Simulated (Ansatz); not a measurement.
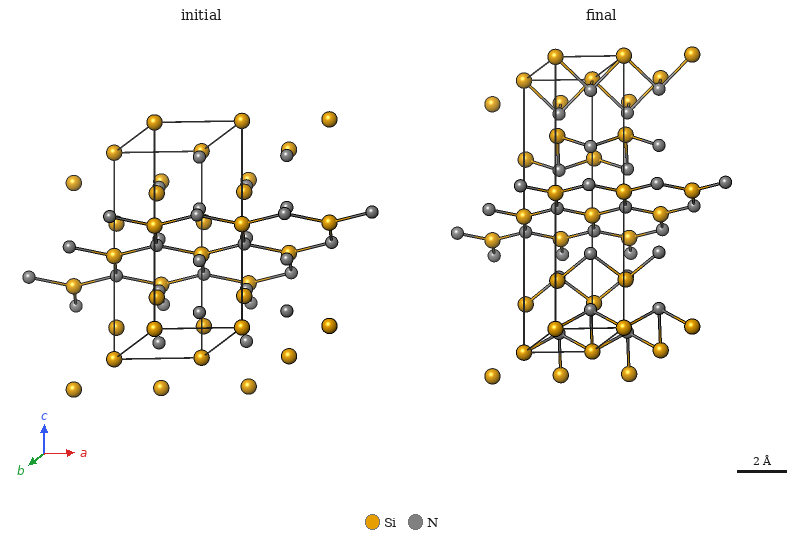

The structure of crystalline Si₄N₅ (a generated structure, set up in P-6m2) (coarse preliminary run) before (left) and after (right) a relaxation, at one scale.

A ball-and-stick model of the cell of the calculation, repeated 2 × 2 × 1 with one cell outlined, seen from a free direction.

Computed with DFT PBE, scalar-relativistic, plane waves, PAW (Ansatz 0.2.0).

Input
```yaml
crystal:
  lattice:
    - [3.61956848, 0.0, 0.0]
    - [-1.80978424, 3.13463825, 0.0]
    - [0.0, 0.0, 9.27606504]
  atoms:
    - { symbol: Si, position: [0.33333333, 0.66666667, 0.247791] }
    - { symbol: Si, position: [0.33333333, 0.66666667, 0.752209] }
    - { symbol: Si, position: [0.0, 0.0, 0.5] }
    - { symbol: Si, position: [0.0, 0.0, 0.0] }
    - { symbol: "N", position: [0.66666667, 0.33333333, 0.37491899] }
    - { symbol: "N", position: [0.66666667, 0.33333333, 0.87639701] }
    - { symbol: "N", position: [0.66666667, 0.33333333, 0.62508101] }
    - { symbol: "N", position: [0.66666667, 0.33333333, 0.12360299] }
    - { symbol: "N", position: [0.33333333, 0.66666667, 0.5] }
basis:
  ecutwfc: 420
kpoints:
  mp_grid: { grid: [6, 6, 2] }
hamiltonian:
  xc: pbe
scf:
  occupations: { method: gaussian, width: 0.1 }
  lower_state_search: "off"
output:
  forces: true
  stress: true
  eigenvalues: true
relax:
  adjacent_minimum: "off"
  f_tol: 0.04
  max_steps: 70
  cell: { stress_tol: 0.4 }
```

Run as
```bash
ansatz run input.yaml --threads 1 --pin off --max-ram 2560MiB --backend cpu --events-out ev --progress --plain --runs-dir out
```

**Describe what moved and what it gained.**

The largest moves relative to the cell, 0.87 Å, are those of N5 and N7. N7 goes along +c. By element the largest moves are N 0.87 Å, Si 0.17 Å. The drawn cell changes as follows: a = b 3.620 → 2.829 Å (−21.8 %), c 9.276 → 12.219 Å (+31.7 %); the volume changes by −19.5 %. Some distances before and after: Si1–N9 2.340 → 3.250 Å, Si1–Si1 3.620 → 2.829 Å, Si1–N5 2.400 → 1.841 Å, Si3–N5 2.390 → 2.904 Å. New bonds form: Si1–N5 (2.40 → 1.84 Å), Si2–N7 (2.40 → 1.84 Å). The space group stays P-6m2 (No. 187). The energy falls by 1537 meV per atom in 14 accepted moves (18 points after the start). The largest force component goes from 2.6 to 0.0011 eV/Å. Pressure: −16.97 GPa at the start and 0.00 GPa at the end. The line search rejected the trial step at point 7 of the run. At 3 points the geometry stayed and the basis and grid were re-selected for the new cell (energy shift of 43.9 meV per atom at most each time). Cost: 100 s on 1 thread of Intel(R) Xeon(R) Platinum 8488C (Sapphire Rapids), with other jobs on the host, peak memory 0.37 GiB.
